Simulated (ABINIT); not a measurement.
# LiH (Fm-3m): G0W0 in ABINIT against the wavefunction cutoff in GW, part 2 of 2

Wanted: the cheapest wavefunction cutoff in GW that holds the gap of LiH (Fm-3m).

ABINIT 10.8.3; PBE and many-body steps on it, plane waves. Known limits of the many-body steps: not at the basis limit.

So far. Step 2 (Screening, 8×8×8 mesh, 79 bands, screening to 261.2 eV): Local fields lower ε∞ by 9 %. Step 5 (16.5 Ha): The gap on the mesh goes from 3.02 eV to 4.98 eV, a correction of +1.95 eV.

The database entry behind the starting cell differs from later determinations by our own check (the deuteride, about 0.2 % short), so it need not match the best structure at ambient conditions.

**6. Screening, 8×8×8 mesh, 79 bands, screening to 261.2 eV**

This step: RPA screening on PBE, plane waves, norm-conserving pseudopotentials.

Contents of run.abi:

```
acell 3*1.0 Angstrom
rprim 
  -0.000000000000 2.036750000000 2.036750000000
  2.036750000000 -0.000000000000 2.036750000000
  2.036750000000 2.036750000000 -0.000000000000
ntypat 2
znucl 3 1
natom 2
typat 1 2
xred 
  0.000000000000 0.000000000000 0.000000000000
  0.500000000000 0.500000000000 0.500000000000
pp_dirpath "pseudos"
pseudos "Li.upf, H.upf"
ecut 33
ngkpt 8 8 8
nshiftk 1
shiftk 0 0 0
kptopt 1
chksymbreak 0
istwfk *1
occopt 1
irdwfk 1
optdriver 3
nband 79
ecuteps 9.6
inclvkb 2
awtr 1
symchi 1
ecutwfn 24.8
indata_prefix "in"
outdata_prefix "out"
tmpdata_prefix "tmp"
```

Started as:

```bash
$ OMP_NUM_THREADS=1 mpirun -n 4 abinit run.abi > log
```

Log:

```text
.Version 10.8.3 of ABINIT. v10.8.2 released Aug 2026.

 Symmetries : space group Fm -3 m (#225); Bravais cF (face-center cubic)
[... echo of the input left out ...]
== DATASET  1 ==================================================================
-   mpi_nproc: 4, omp_nthreads: 1 (-1 if OMP is not activated)

--- !DatasetInfo
iteration_state: {dtset: 1, }
dimensions: {natom: 2, nkpt: 29, mband: 79, nsppol: 1, nspinor: 1, nspden: 1, mpw: 692, }
cutoff_energies: {ecut:  24.8, pawecutdg:  -1.0, }
[...]
--------------------------------------------------------------------------------
[... chi0 elements left out ...]
 For q-point:  0.000010 0.000020 0.000030
  dielectric constant =   4.0090
  dielectric constant without local fields =   4.4044

  Average fulfillment of the sum rule on Im[epsilon] for q-point    1 :     89.74  [%]
[... wings left out ...]
  q-point number  2        q = ( 0.125000, 0.000000, 0.000000) [r.l.u.]
--------------------------------------------------------------------------------
[... chi0 elements left out ...]
  Average fulfillment of the sum rule on Im[epsilon] for q-point    2 :     98.18  [%]

 [... 27 further q-points ...]
```

Elapsed: 28 s, on 4 MPI ranks of AMD EPYC 7R43, shared host; peak memory 0.73 GiB; 1.9 min of CPU time.

Numbers from this step:

| Property | Result |
| --- | --- |
| ε∞ with local fields, on this mesh, along the program's q direction | 4.009 |
| the same without local fields | 4.404 |
| plasma frequency | 18.07 eV |
| plane waves in the screening matrix | 169 |

**7. 24.8 Ha**

This step: G0W0 on PBE, plane waves, norm-conserving pseudopotentials.

Changes to run.abi since step 6:

```diff
@@ -23,8 +23,17 @@
 irdwfk 1
-optdriver 3
+optdriver 4
 nband 79
+gwcalctyp 0
+ecutsigx 24.8
+symsigma 1
+nkptgw 2
+kptgw 
+  0.5000000000 0.5000000000 0.0000000000
+  0.0000000000 0.0000000000 0.0000000000
+bdgw 
+  1 5
+  1 6
 ecuteps 9.6
-inclvkb 2
-awtr 1
-symchi 1
+irdscr 1
+ppmodel 1
 ecutwfn 24.8
```

Log:

```text
.Version 10.8.3 of ABINIT. v10.8.2 released Aug 2026.

 Symmetries : space group Fm -3 m (#225); Bravais cF (face-center cubic)
[... echo of the input left out ...]
== DATASET  1 ==================================================================
-   mpi_nproc: 4, omp_nthreads: 1 (-1 if OMP is not activated)

--- !DatasetInfo
iteration_state: {dtset: 1, }
dimensions: {natom: 2, nkpt: 29, mband: 79, nsppol: 1, nspinor: 1, nspden: 1, mpw: 692, }
cutoff_energies: {ecut:  24.8, pawecutdg:  -1.0, }
[...]
Band     E0 <VxcDFT>   SigX SigC(E0)      Z dSigC/dE  Sig(E)    E-E0       E
[...]
5  17.057  -8.961  -2.436  -5.393   0.719  -0.391  -8.147   0.814  17.871
        6  17.057  -8.961  -2.436  -5.393   0.719  -0.391  -8.147   0.814  17.871

== END DATASET(S) ==============================================================
================================================================================

 -outvars: echo values of variables after computation  --------
           etotal      0.0000000000E+00
            nband          79
             nkpt          29
          spgroup         225
 [... the other variables as echoed above ...]

 Calculation completed.
```

Wall time 14 s (4 MPI ranks); peak memory 0.9 GiB; 57 s of CPU time.

This step gave:

| Item | Value |
| --- | --- |
| G0W0 gap on the points computed | 4.952 eV |
| starting gap on the mesh | 3.022 eV |
| k of the valence top | 0.5, 0.5, 0 |
| k of the conduction bottom | 0.5, 0.5, 0 |
| least direct G0W0 gap on the computed points | 4.952 eV |

Against the run before, the gap moves by −0.024 eV.

**8. Screening, 8×8×8 mesh, 79 bands, screening to 261.2 eV**

This step: RPA screening on PBE, plane waves, norm-conserving pseudopotentials.

Changes to run.abi since step 7:

```diff
@@ -23,18 +23,8 @@
 irdwfk 1
-optdriver 4
+optdriver 3
 nband 79
-gwcalctyp 0
-ecutsigx 24.8
-symsigma 1
-nkptgw 2
-kptgw 
-  0.5000000000 0.5000000000 0.0000000000
-  0.0000000000 0.0000000000 0.0000000000
-bdgw 
-  1 5
-  1 6
 ecuteps 9.6
-irdscr 1
-ppmodel 1
-ecutwfn 24.8
+inclvkb 2
+awtr 1
+symchi 1
 indata_prefix "in"
```

Log:

```text
.Version 10.8.3 of ABINIT. v10.8.2 released Aug 2026.

 Symmetries : space group Fm -3 m (#225); Bravais cF (face-center cubic)
[... echo of the input left out ...]
== DATASET  1 ==================================================================
-   mpi_nproc: 4, omp_nthreads: 1 (-1 if OMP is not activated)

--- !DatasetInfo
iteration_state: {dtset: 1, }
dimensions: {natom: 2, nkpt: 29, mband: 79, nsppol: 1, nspinor: 1, nspden: 1, mpw: 1056, }
cutoff_energies: {ecut:  33.0, pawecutdg:  -1.0, }
[...]
--------------------------------------------------------------------------------
[... chi0 elements left out ...]
 For q-point:  0.000010 0.000020 0.000030
  dielectric constant =   4.0090
  dielectric constant without local fields =   4.4044

  Average fulfillment of the sum rule on Im[epsilon] for q-point    1 :     89.78  [%]
[... wings left out ...]
  q-point number  2        q = ( 0.125000, 0.000000, 0.000000) [r.l.u.]
--------------------------------------------------------------------------------
[... chi0 elements left out ...]
  Average fulfillment of the sum rule on Im[epsilon] for q-point    2 :     98.19  [%]

 [... 27 further q-points ...]
```

The job ended after 60 s (4 MPI ranks; peak memory 1 GiB).

This step gave:

- ε∞ with local fields, on this mesh, along the program's q direction: 4.009
- the same without local fields: 4.404
- plasma frequency: 18.07 eV
- plane waves in the screening matrix: 169

**9. 33 Ha**

This step: G0W0 on PBE, plane waves, norm-conserving pseudopotentials.

Changes to run.abi since step 8:

```diff
@@ -23,8 +23,17 @@
 irdwfk 1
-optdriver 3
+optdriver 4
 nband 79
+gwcalctyp 0
+ecutsigx 33
+symsigma 1
+nkptgw 2
+kptgw 
+  0.5000000000 0.5000000000 0.0000000000
+  0.0000000000 0.0000000000 0.0000000000
+bdgw 
+  1 5
+  1 6
 ecuteps 9.6
-inclvkb 2
-awtr 1
-symchi 1
+irdscr 1
+ppmodel 1
 indata_prefix "in"
```

Log:

```text
.Version 10.8.3 of ABINIT. v10.8.2 released Aug 2026.

 Symmetries : space group Fm -3 m (#225); Bravais cF (face-center cubic)
[... echo of the input left out ...]
== DATASET  1 ==================================================================
-   mpi_nproc: 4, omp_nthreads: 1 (-1 if OMP is not activated)

--- !DatasetInfo
iteration_state: {dtset: 1, }
dimensions: {natom: 2, nkpt: 29, mband: 79, nsppol: 1, nspinor: 1, nspden: 1, mpw: 1056, }
cutoff_energies: {ecut:  33.0, pawecutdg:  -1.0, }
[...]
Band     E0 <VxcDFT>   SigX SigC(E0)      Z dSigC/dE  Sig(E)    E-E0       E
[...]
5  17.057  -8.964  -2.438  -5.393   0.720  -0.389  -8.148   0.816  17.872
        6  17.057  -8.964  -2.438  -5.393   0.720  -0.389  -8.148   0.816  17.872

== END DATASET(S) ==============================================================
================================================================================

 -outvars: echo values of variables after computation  --------
           etotal      0.0000000000E+00
            nband          79
             nkpt          29
          spgroup         225
 [... the other variables as echoed above ...]

 Calculation completed.
```

Wall time 16 s (4 MPI ranks); peak memory 1.1 GiB.

Numbers from this step:

```
G0W0 gap on the points computed              : 4.955 eV
starting gap on the mesh                     : 3.022 eV
k of the valence top                         : 0.5, 0.5, 0
k of the conduction bottom                   : 0.5, 0.5, 0
least direct G0W0 gap on the computed points : 4.955 eV
```

Against the run before, the gap moves by +0.003 eV.

**10. The runs together**

Times are wall times on 4 MPI ranks of AMD EPYC 7R43, shared host, good to a factor of about two. A run's time includes the screening step that it read.

| run | mesh | bands | screening cutoff (eV) | DFT gap (eV) | gap on the mesh (eV) | direct (eV) | ε∞ used | time |
| --- | --- | --- | --- | --- | --- | --- | --- | --- |
| 9.9 Ha | 8×8×8 | 79 | 261.2 | 3.022 | 5.006 | 5.006 | 4.00 | 35 s |
| 16.5 Ha | 8×8×8 | 79 | 261.2 | 3.022 | 4.976 | 4.976 | 4.01 | 51 s |
| 24.8 Ha | 8×8×8 | 79 | 261.2 | 3.022 | 4.952 | 4.952 | 4.01 | 43 s |
| 33 Ha | 8×8×8 | 79 | 261.2 | 3.022 | 4.955 | 4.955 | 4.01 | 76 s |

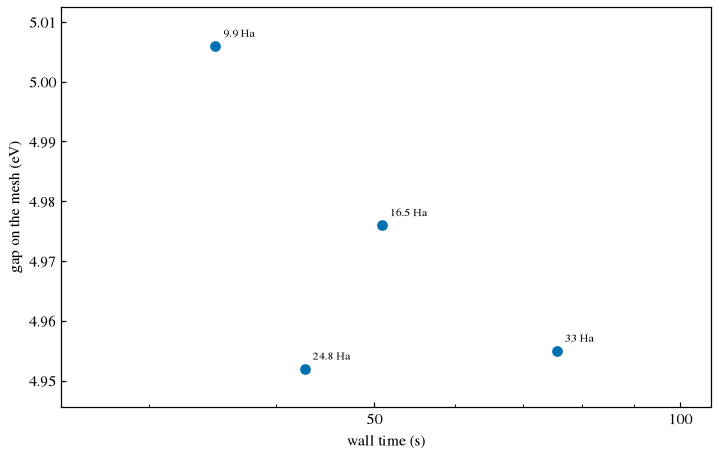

Result against wall time.

**11. Summary of results**

```
9.9 Ha       : 5.006 eV
16.5 Ha      : 4.976 eV
24.8 Ha      : 4.952 eV
33 Ha        : 4.955 eV
known limits : not at the basis limit
```

The setting moved: wavefunction cutoff in GW. From 9.9 Ha to 33 Ha the gap moves by −0.05 eV, for 2.2 times the time. It holds to 0.03 eV from 16.5 Ha on. Bands and screening cutoff are coupled, so a series along one setting does not show full convergence. The exchange cutoff follows the wavefunction cutoff here. Bands and cutoff are finite, so the gap is not at the basis limit. The miss can reach some tenths of an eV and take either sign; the mesh is an error of its own. In the G0W0 runs levels were corrected at 2 k points alone, so a gap called «on the mesh» is the least over those, and an edge elsewhere would be missed.

[Paths, hosts, dates, memory and timing lines, banners, echoed tables and standing remarks are left out of the program output.]

[Logs are printed without paths, hosts, clocks, repeated set-up lines and the standing remarks that a program may print on its own settings, such as how far it seeks lower states.]

[Runs of the session that timed out or met a known fault of the program may be left out.]

[Hosts, paths, dates, database ids (printed as entryN), source tags and the programs' standing remarks are cut or masked in the printed files.]

[G0W0 gaps are taken among the corrected bands and points alone; a level outside them can change the order at an edge.]

[Where Ansatz stands beside ABINIT at settings called matched, ABINIT's density can come from a denser mesh and the files from another edition; pairs whose starting gaps differed by over 0.03 eV were left out, so agreement reads better than it is.]
